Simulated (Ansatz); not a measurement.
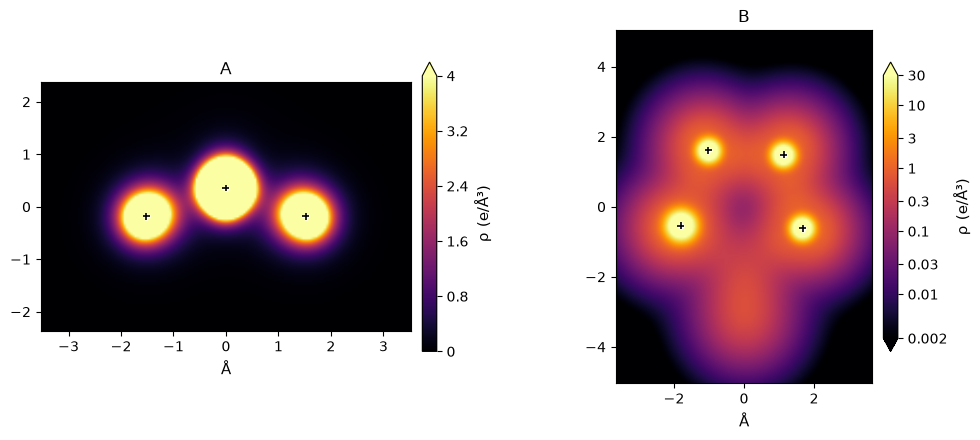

The electron density of 2 systems, each on a plane through atoms (crosses mark nuclei in the plane).

The calculation used Ansatz, UKS PBE0-D4/def2-TZVPD.

System 1: MnO₂ (charge −1, triplet), the molecular plane. Geometry: PBE0-D4/def2-TZVPD; ⟨S²⟩ = 2.29, above the pure value of 2.00.

```tsv
atom	x (Å)	y (Å)	z (Å)
Mn	-0.0721	-0.2687	0.2243
O	-0.9868	-0.4115	-1.0947
O	1.0588	0.6802	0.8704
```

System 2: As₃P₅ (charge −1, doublet), the plane of atoms P1, P4 and P3. Geometry: PBE-D4/def2-SVP.

```yaml
atoms:
  - { symbol: P, position_ang: [0.8062, -2.3219, 0.8258] }
  - { symbol: P, position_ang: [0.8133, 1.8772, 0.1937] }
  - { symbol: P, position_ang: [-0.7447, 0.7620, 1.3956] }
  - { symbol: P, position_ang: [0.3018, -0.8831, 2.3520] }
  - { symbol: P, position_ang: [-1.8096, -0.0749, -0.4129] }
  - { symbol: As, position_ang: [-0.0540, -1.5300, -1.1479] }
  - { symbol: As, position_ang: [1.4231, 0.4377, -1.5657] }
  - { symbol: As, position_ang: [-0.7362, 1.7328, -1.6405] }
```

> Which map belongs to which system?

Panel A is system 1, MnO₂: the plane holds Mn and O. Mn–O (1.61 Å): ρ at the midpoint is about 1.7 e/Å³. Panel B is system 2, As₃P₅: the plane holds P and As. P–P (2.16 Å): ρ is about 0.81 e/Å³ halfway.
